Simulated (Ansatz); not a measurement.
InHF (SMILES [F][InH]): the vertical ionisation energy, rung by rung

InHF has 3 atoms, charge 0, and is taken as a doublet. As SMILES, `[F][InH]`. Geometry: relaxed at PBE0-D4/def2-TZVP.

```xyz
3

F     1.0884    0.9895    0.6943
In   -0.5225    0.3551   -0.2448
H    -0.5769   -1.4094   -0.4628
```

Quantity: the vertical ionisation energy (to the singlet cation), in eV. The values are calculated.

```
           level                    kind  program  value (eV)  less FCI/STO-3G  CPU time (all runs)
   USVWN5/STO-3G                     LDA   Ansatz        4.94            +1.06                2.7 s
   UB3LYP/STO-3G           global hybrid   Ansatz        5.07            +1.19                4.2 s
    UPBE0/STO-3G           global hybrid   Ansatz        5.04            +1.16                  4 s
U-wB97M-V/STO-3G  range-separated hybrid   Ansatz        4.82            +0.94                 42 s
   UHSE06/STO-3G  range-separated hybrid   Ansatz        5.03            +1.15                4.7 s
 UCCSD(T)/STO-3G   coupled cluster or CI   Ansatz        3.89            +0.01                1.5 s
    UCCSD/STO-3G   coupled cluster or CI   Ansatz        4.04            +0.16                1.4 s
   UCCSDT/STO-3G   coupled cluster or CI   Ansatz        3.89            +0.01                2.8 s
      FCI/STO-3G      exact in the basis   Ansatz        3.88             0.00                4.5 s
```

FCI/STO-3G is exact within its basis and frozen core, so for wave-function methods in that basis the difference is their error; functionals converge differently with the basis, so for them it is only a difference. All-electron rows without a relativistic Hamiltonian named are non-relativistic. Spin-orbit coupling, which can split open shells on such heavy atoms by tenths of an eV, is left out. The values span 3.88 to 5.07 eV. All rows use very small basis sets, so none should be taken for the real molecule's value. In the correlated wave-function rows the outer d shell of In is correlated, in sets not made for it. In so small a basis fixed costs decide the times, and correlated methods can beat functionals. CPU times are rough (shared hosts, several kinds of processor and program).

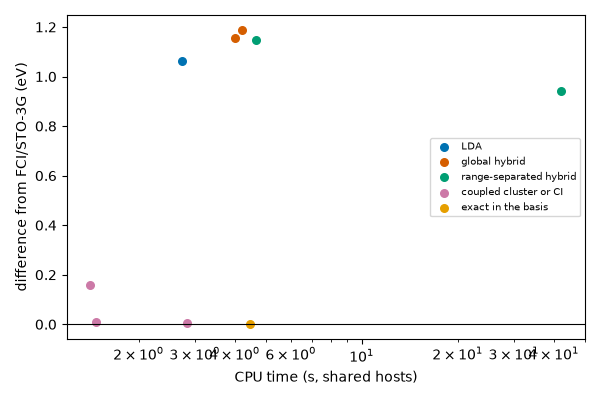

Difference from FCI/STO-3G against processor time, one point a level.
